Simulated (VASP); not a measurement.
# A VASP study of CoNiP (PBEsol + U): structure first, properties next, part 5 of 8

Aim: relax CoNiP, then compute properties on the relaxed cell. The start is a computed cell from the Materials Project.

VASP 6.6.1; PBEsol, DFT+U (Co d 3 eV, Ni d 5 eV), spin-polarised from a ferromagnetic start; plane waves and PAW (Co, Ni, P).

Still holding for the runs below: A U on the itinerant d states of such a compound is hard to justify; it moves the bands at the Fermi level.

So far. Step 3 (Second relaxation): It ends with a largest force of 0.003 eV/Å and a pressure of 0.04 GPa. Step 4 (Single point with fields (PBEsol + U)): In this run the pressure is 0.21 GPa, small enough to go on. The relaxed cell has a = 5.664, c = 3.206 Å (conventional setting).

**5. Band structure (PBEsol + U)**

The mesh alone shows little of the dispersion and can miss band extrema, so KPOINTS_OPT adds a path through the symmetry points after the self-consistent cycle.

INCAR reads:

```
SYSTEM = CoNiP
PREC = Accurate
ENCUT = 400
EDIFF = 1E-06
NELM = 100
ISMEAR = 0
SIGMA = 0.05
LREAL = .FALSE.
ALGO = Normal
GGA = PS
NBANDS = 68
ISPIN = 2
MAGMOM = 2 2 2 1 1 1 0 0 0
LDAU = .TRUE.
LDAUTYPE = 2
LDAUL = 2 2 -1
LDAUU = 3 5 0
LDAUJ = 0 0 0
LDAUPRINT = 1
LASPH = .TRUE.
LMAXMIX = 4
LORBIT = 11
LWAVE = .FALSE.
LCHARG = .FALSE.
KPAR = 8
```

POSCAR reads:

```
CoNiP
1.0
    5.6636925259      0.0000000000      0.0000000000
   -2.8318462629      4.9049016066      0.0000000000
    0.0000000000      0.0000000000      3.2057148945
Co Ni P
3 3 3
Direct
    0.0000000000      0.7384148471      0.0000000000
    0.2615851529      0.2615851529      0.0000000000
    0.7384148471      0.0000000000      0.0000000000
    0.0000000000      0.3958656234      0.5000000000
    0.6041343766      0.6041343766      0.5000000000
    0.3958656234      0.0000000000      0.5000000000
    0.3333333300      0.6666666700      0.0000000000
    0.6666666700      0.3333333300      0.0000000000
    0.0000000000      0.0000000000      0.5000000000
```

KPOINTS reads:

```
Automatic mesh
0
Gamma
5 5 7
0 0 0
```

KPOINTS_OPT reads:

```
Line mode
12
Line-mode
Reciprocal
  0.00000000   0.00000000   0.00000000 GAMMA
  0.50000000   0.00000000   0.00000000 M

  0.50000000   0.00000000   0.00000000 M
  0.33333333   0.33333333   0.00000000 K

  0.33333333   0.33333333   0.00000000 K
  0.00000000   0.00000000   0.00000000 GAMMA

  0.00000000   0.00000000   0.00000000 GAMMA
  0.00000000   0.00000000   0.50000000 A

  0.00000000   0.00000000   0.50000000 A
  0.50000000   0.00000000   0.50000000 L

  0.50000000   0.00000000   0.50000000 L
  0.33333333   0.33333333   0.50000000 H

  0.33333333   0.33333333   0.50000000 H
  0.00000000   0.00000000   0.50000000 A

  0.50000000   0.00000000   0.50000000 L
  0.50000000   0.00000000   0.00000000 M

  0.33333333   0.33333333   0.00000000 K
  0.33333333   0.33333333   0.50000000 H
```

PAW data sets: Co, Ni and P (PBE family, release 64).

On the command line:

```bash
$ mpirun -np 8 vasp_std
```

The log of the run:

```text
[... set-up lines as in an earlier step ...]
 entering main loop
       N       E                     dE             d eps       ncg     rms          rms(c)
DAV:   1     0.546264956001E+03    0.54626E+03   -0.22728E+04  5440   0.115E+03
DAV:   2     0.218159005724E+02   -0.52445E+03   -0.47459E+03  5440   0.289E+02
DAV:   3    -0.488799160594E+02   -0.70696E+02   -0.64747E+02  5840   0.117E+02
DAV:   4    -0.515854376886E+02   -0.27055E+01   -0.26820E+01  6140   0.245E+01
DAV:   5    -0.516386959826E+02   -0.53258E-01   -0.53238E-01  6780   0.291E+00    0.379E+01
DAV:   6    -0.550642802932E+02   -0.34256E+01   -0.26797E+01  6476   0.808E+01    0.272E+01
DAV:   7    -0.519475859878E+02    0.31167E+01   -0.24018E+01  6556   0.111E+02    0.233E+01
DAV:   8    -0.486374776039E+02    0.33101E+01   -0.69383E+00  6504   0.557E+01    0.792E+00
DAV:   9    -0.485813156174E+02    0.56162E-01   -0.15822E+00  7204   0.169E+01    0.327E+00
DAV:  10    -0.486243098367E+02   -0.42994E-01   -0.59022E-01  6504   0.732E+00    0.185E+00
DAV:  11    -0.486349261153E+02   -0.10616E-01   -0.69063E-02  6236   0.254E+00    0.106E+00
DAV:  12    -0.486411339025E+02   -0.62078E-02   -0.13204E-02  6680   0.744E-01    0.502E-01
DAV:  13    -0.486422678927E+02   -0.11340E-02   -0.19226E-03  6060   0.352E-01    0.233E-01
DAV:  14    -0.486423585683E+02   -0.90676E-04   -0.91303E-04  6352   0.324E-01    0.656E-02
DAV:  15    -0.486424116513E+02   -0.53083E-04   -0.22041E-04  6352   0.934E-02    0.254E-02
DAV:  16    -0.486424193757E+02   -0.77244E-05   -0.36664E-05  5964   0.499E-02    0.136E-02
DAV:  17    -0.486424208707E+02   -0.14950E-05   -0.61446E-06  5108   0.178E-02    0.549E-03
DAV:  18    -0.486424213527E+02   -0.48202E-06   -0.12519E-06  3488   0.595E-03
   1 F= -.48642421E+02 E0= -.48640745E+02  d E =-.335208E-02  mag=    -0.0000
 Start KPOINTS_OPT (optional k-point list driver)
k-point batch [1-20\108]
       N       E                     dE             ncg
DAV:   1     0.234374767091E+05    0.84834E+04     5448
DAV:   2     0.130379502311E+05   -0.10400E+05     5440
DAV:   3     0.116100770345E+05   -0.14279E+04     5888
DAV:   4     0.115551863071E+05   -0.54891E+02     6064
DAV:   5     0.115540972617E+05   -0.10890E+01     7244
DAV:   6     0.115540753274E+05   -0.21934E-01     7196
DAV:   7     0.115540743131E+05   -0.10144E-02     7536
DAV:   8     0.115540743084E+05   -0.46795E-05     5612
DAV:   9     0.115540743081E+05   -0.27555E-06     3828
[...]
k-point batch [101-108\108]
       N       E                     dE             ncg
DAV:   1     0.253183941319E+05   -0.66259E+04     2176
DAV:   2     0.212196830561E+05   -0.40987E+04     2176
DAV:   3     0.206513093156E+05   -0.56837E+03     2388
DAV:   4     0.206305342002E+05   -0.20775E+02     2472
DAV:   5     0.206300982101E+05   -0.43599E+00     3112
DAV:   6     0.206300926295E+05   -0.55806E-02     2764
DAV:   7     0.206300924057E+05   -0.22388E-03     3192
DAV:   8     0.206300924043E+05   -0.14102E-05     2128
DAV:   9     0.206300924041E+05   -0.11731E-06     1664
```

It took 2.2 min on 8 MPI ranks of Intel Xeon Platinum 8259CL at 2.50GHz (Skylake/Cascade Lake), shared host; peak memory 3.3 GiB; 16 min of CPU time.

From OUTCAR (step 5):

```text
   k-points           NKPTS =     20   k-points in BZ     NKDIM =     20   number of bands    NBANDS=     68

   NELECT =      72.0000    total number of electrons

atom =   1  type =  1  l = 2

 onsite density matrix

spin component  1

  0.8050  0.0000  0.0165  0.0000  0.0563
  0.0000  0.7664 -0.0000  0.0072  0.0000
  0.0165 -0.0000  0.8297 -0.0000  0.0095
  0.0000  0.0072 -0.0000  0.7747  0.0000
  0.0563  0.0000  0.0095  0.0000  0.7399

spin component  2

 occupancies and eigenvectors

  o =  0.7074  v =  0.0000  0.0000  0.0000  0.0000  0.0000 -0.5000  0.0000  0.0000 -0.0000  0.8660      0.0000  0.0000  0.0000  0.0000  0.0000  0.0000  0.0000  0.0000  0.0000  0.0000
  o =  0.7074  v = -0.5000  0.0000  0.0000  0.0000  0.8660  0.0000  0.0000  0.0000  0.0000  0.0000      0.0000  0.0000  0.0000  0.0000  0.0000  0.0000  0.0000  0.0000  0.0000  0.0000
  o =  0.7622  v =  0.0000  0.0000  0.0000  0.0000  0.0000  0.0000  0.8660 -0.0000 -0.5000 -0.0000      0.0000  0.0000  0.0000  0.0000  0.0000  0.0000  0.0000  0.0000  0.0000  0.0000
  o =  0.7622  v =  0.0000 -0.8660 -0.0000  0.5000  0.0000  0.0000  0.0000  0.0000  0.0000  0.0000      0.0000  0.0000  0.0000  0.0000  0.0000  0.0000  0.0000  0.0000  0.0000  0.0000
  o =  0.7789  v =  0.0000 -0.5000 -0.0000 -0.8660  0.0000  0.0000  0.0000  0.0000  0.0000  0.0000      0.0000  0.0000  0.0000  0.0000  0.0000  0.0000  0.0000  0.0000  0.0000  0.0000
  o =  0.7789  v =  0.0000  0.0000  0.0000  0.0000  0.0000 -0.0000 -0.5000 -0.0000 -0.8660  0.0000      0.0000  0.0000  0.0000  0.0000  0.0000  0.0000  0.0000  0.0000  0.0000  0.0000
  o =  0.8141  v =  0.0000  0.0000  0.0000  0.0000  0.0000  0.5477 -0.0000 -0.7747  0.0000  0.3162      0.0000  0.0000  0.0000  0.0000  0.0000  0.0000  0.0000  0.0000  0.0000  0.0000
  o =  0.8141  v =  0.5476  0.0000 -0.7747  0.0000  0.3162  0.0000  0.0000  0.0000  0.0000  0.0000      0.0000  0.0000  0.0000  0.0000  0.0000  0.0000  0.0000  0.0000  0.0000  0.0000
  o =  0.8531  v =  0.6709 -0.0000  0.6323  0.0000  0.3874  0.0000  0.0000  0.0000  0.0000  0.0000      0.0000  0.0000  0.0000  0.0000  0.0000  0.0000  0.0000  0.0000  0.0000  0.0000
  o =  0.8531  v =  0.0000  0.0000  0.0000  0.0000  0.0000 -0.6709  0.0000 -0.6324  0.0000 -0.3873      0.0000  0.0000  0.0000  0.0000  0.0000  0.0000  0.0000  0.0000  0.0000  0.0000

atom =   2  type =  1  l = 2

 onsite density matrix

spin component  1

  0.8050 -0.0000 -0.0165 -0.0000 -0.0563
 -0.0000  0.7664 -0.0000 -0.0072 -0.0000
 -0.0165 -0.0000  0.8297  0.0000  0.0095
 -0.0000 -0.0072  0.0000  0.7747  0.0000
 -0.0563 -0.0000  0.0095  0.0000  0.7399

spin component  2

 occupancies and eigenvectors

  o =  0.7074  v =  0.0000  0.0000  0.0000  0.0000  0.0000  0.5000  0.0000  0.0000 -0.0000  0.8660      0.0000  0.0000  0.0000  0.0000  0.0000  0.0000  0.0000  0.0000  0.0000  0.0000
  o =  0.7074  v = -0.5000  0.0000 -0.0000  0.0000 -0.8660  0.0000  0.0000  0.0000  0.0000  0.0000      0.0000  0.0000  0.0000  0.0000  0.0000  0.0000  0.0000  0.0000  0.0000  0.0000
  o =  0.7622  v =  0.0000  0.0000  0.0000  0.0000  0.0000  0.0000  0.8660  0.0000  0.5000 -0.0000      0.0000  0.0000  0.0000  0.0000  0.0000  0.0000  0.0000  0.0000  0.0000  0.0000
  o =  0.7622  v = -0.0000 -0.8660  0.0000 -0.5000 -0.0000  0.0000  0.0000  0.0000  0.0000  0.0000      0.0000  0.0000  0.0000  0.0000  0.0000  0.0000  0.0000  0.0000  0.0000  0.0000
  o =  0.7789  v = -0.0000 -0.5000  0.0000  0.8660 -0.0000  0.0000  0.0000  0.0000  0.0000  0.0000      0.0000  0.0000  0.0000  0.0000  0.0000  0.0000  0.0000  0.0000  0.0000  0.0000
  o =  0.7789  v =  0.0000  0.0000  0.0000  0.0000  0.0000  0.0000 -0.5000 -0.0000  0.8660  0.0000      0.0000  0.0000  0.0000  0.0000  0.0000  0.0000  0.0000  0.0000  0.0000  0.0000
  o =  0.8141  v =  0.0000  0.0000  0.0000  0.0000  0.0000 -0.5477  0.0000 -0.7747 -0.0000  0.3162      0.0000  0.0000  0.0000  0.0000  0.0000  0.0000  0.0000  0.0000  0.0000  0.0000
[...]
o =  0.8149  v =  0.0000  0.0000 -0.0000 -1.0000  0.0000  0.0000  0.0000  0.0000  0.0000  0.0000      0.0000  0.0000  0.0000  0.0000  0.0000  0.0000  0.0000  0.0000  0.0000  0.0000
  o =  0.8379  v =  0.0000  1.0000 -0.0000  0.0000  0.0000  0.0000  0.0000  0.0000  0.0000  0.0000      0.0000  0.0000  0.0000  0.0000  0.0000  0.0000  0.0000  0.0000  0.0000  0.0000
  o =  0.8379  v =  0.0000  0.0000  0.0000  0.0000  0.0000  0.0000  1.0000  0.0000  0.0000  0.0000      0.0000  0.0000  0.0000  0.0000  0.0000  0.0000  0.0000  0.0000  0.0000  0.0000
  o =  0.8950  v =  0.0000  0.0000  0.2254 -0.0000 -0.9743  0.0000  0.0000  0.0000  0.0000  0.0000      0.0000  0.0000  0.0000  0.0000  0.0000  0.0000  0.0000  0.0000  0.0000  0.0000
  o =  0.8950  v =  0.0000  0.0000  0.0000  0.0000  0.0000  0.0000 -0.0000  0.2255 -0.0000 -0.9742      0.0000  0.0000  0.0000  0.0000  0.0000  0.0000  0.0000  0.0000  0.0000  0.0000
  o =  0.9094  v =  0.0000  0.0000  0.0000  0.0000  0.0000 -1.0000  0.0000 -0.0000 -0.0000 -0.0000      0.0000  0.0000  0.0000  0.0000  0.0000  0.0000  0.0000  0.0000  0.0000  0.0000
  o =  0.9094  v = -1.0000  0.0000 -0.0000 -0.0000 -0.0000  0.0000  0.0000  0.0000  0.0000  0.0000      0.0000  0.0000  0.0000  0.0000  0.0000  0.0000  0.0000  0.0000  0.0000  0.0000
  o =  0.9468  v =  0.0000 -0.0000 -0.9743  0.0000 -0.2254  0.0000  0.0000  0.0000  0.0000  0.0000      0.0000  0.0000  0.0000  0.0000  0.0000  0.0000  0.0000  0.0000  0.0000  0.0000
  o =  0.9468  v =  0.0000  0.0000  0.0000  0.0000  0.0000  0.0000  0.0000 -0.9742  0.0000 -0.2255      0.0000  0.0000  0.0000  0.0000  0.0000  0.0000  0.0000  0.0000  0.0000  0.0000

 E-fermi :  11.8813

 spin component 1
 k-point     1 :       0.0000    0.0000    0.0000
  band No.  band energies     occupation
    ...
     34      11.2164      1.00000
     35      11.2491      1.00000
     36      11.2491      1.00000
     37      11.4479      1.00000
     38      11.7391      0.99997
     39      15.8975      0.00000
     40      15.9566      0.00000
     41      15.9566      0.00000
     42      16.4085      0.00000
     43      17.4522      0.00000
    ...

 k-point     2 :       0.2000   -0.0000    0.0000
  band No.  band energies     occupation
    ...
     32      10.9097      1.00000
     33      10.9346      1.00000
     34      11.2295      1.00000
     35      11.2317      1.00000
     36      11.4564      1.00000
     37      12.1234      0.00000
     38      12.2028      0.00000
     39      15.0334      0.00000
     40      15.3808      0.00000
     41      15.6330      0.00000
    ...

  Total        0.1462665      0.1462665      0.0492488      0.0000000     -0.0000000      0.0000000
  in kB        2.6314828      2.6314828      0.8860354      0.0000000     -0.0000000      0.0000000
  external PRESSURE =       2.0496670 kB  Pullay stress =       0.0000000 kB

 POSITION                                       TOTAL-FORCE (eV/Angst)
 -----------------------------------------------------------------------------------
     -2.09108      3.62185      0.00000         0.001589     -0.002751      0.000000
      0.74077      1.28305      0.00000         0.001589      0.002751      0.000000
      4.18215      0.00000      0.00000        -0.003177      0.000000      0.000000
     -1.12103      1.94168      1.60286        -0.000217      0.000376      0.000000
      1.71082      2.96322      1.60286        -0.000217     -0.000376     -0.000000
      2.24206      0.00000      1.60286         0.000434      0.000000      0.000000
     -0.00000      3.26993      0.00000        -0.000000      0.000000      0.000000
      2.83185      1.63497      0.00000        -0.000000      0.000000      0.000000
      0.00000      0.00000      1.60286        -0.000000      0.000000      0.000000
 -----------------------------------------------------------------------------------
    total drift:                               -0.000006     -0.000010      0.000000

  FREE ENERGIE OF THE ION-ELECTRON SYSTEM (eV)
  ---------------------------------------------------
  free  energy   TOTEN  =       -48.6424213527 eV

  energy  without entropy=      -48.6390692765  energy(sigma->0) =      -48.64074531

 magnetization (x)
# of ion       s       p       d       tot
------------------------------------------
    1       -0.000  -0.000   0.000   0.000
    2       -0.000  -0.000   0.000   0.000
    3       -0.000  -0.000   0.000   0.000
    4        0.000   0.000  -0.000  -0.000
    5        0.000   0.000  -0.000  -0.000
    6        0.000   0.000  -0.000  -0.000
    7       -0.000  -0.000   0.000  -0.000
    8       -0.000  -0.000   0.000  -0.000
    9       -0.000  -0.000   0.000  -0.000
--------------------------------------------------
tot         -0.000  -0.000  -0.000  -0.000

[... 8 parts as in an earlier step ...]

[... 13 further parts left out ...]
```

Numbers from this step:

```yaml
bands: 68
pressure: 0.2050 GPa
```

Both spin channels agree. Electronic bands along the path, in eV, zero at the Fermi level; # counts the bands kept, so #1 is VASP's band 4:

```tsv
point	#30	#31	#32	#33	#34	#35	#36	#37
Γ	-0.71	-0.66	-0.63	-0.63	-0.43	-0.14	4.02	4.08
M	-0.64	-0.61	-0.53	-0.47	1.08	2.01	2.08	2.13
K	-0.76	-0.63	-0.53	-0.53	1.74	2.10	2.10	2.53
Γ	-0.71	-0.66	-0.63	-0.63	-0.43	-0.14	4.02	4.08
A	-0.39	-0.39	-0.23	-0.23	0.51	0.66	0.99	1.48
L	-1.04	-0.70	-0.57	-0.51	0.87	1.44	1.92	2.48
H	-1.16	-0.78	-0.50	-0.50	1.29	1.61	1.61	2.02
A	-0.39	-0.39	-0.23	-0.23	0.51	0.66	0.99	1.48
jump to L	-1.04	-0.70	-0.57	-0.51	0.87	1.44	1.92	2.48
M	-0.64	-0.61	-0.53	-0.47	1.08	2.01	2.08	2.13
jump to K	-0.76	-0.63	-0.53	-0.53	1.74	2.10	2.10	2.53
H	-1.16	-0.78	-0.50	-0.50	1.29	1.61	1.61	2.02
```

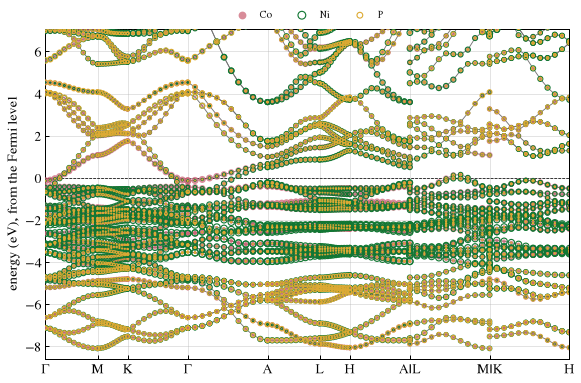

Electronic bands along the path; dots are coloured as in the legend, and their area grows with the weight.

There is no gap at this level.

Of the bands kept, 3 cross the Fermi level on this path.

(Continued in part 6 of 8.)

[Lines on the potential files, build, host, timing and source positions are cut from VASP's logs without a mark.]

[Logs are printed without paths, hosts, clocks, repeated set-up lines and the standing remarks that a program may print on its own settings, such as how far it seeks lower states.]

[Hosts, paths, dates, database ids (printed as entryN), source tags and the programs' standing remarks are cut or masked in the printed files.]

[A measured line is paired with the nearest computed mode of its activity, which favours agreement.]
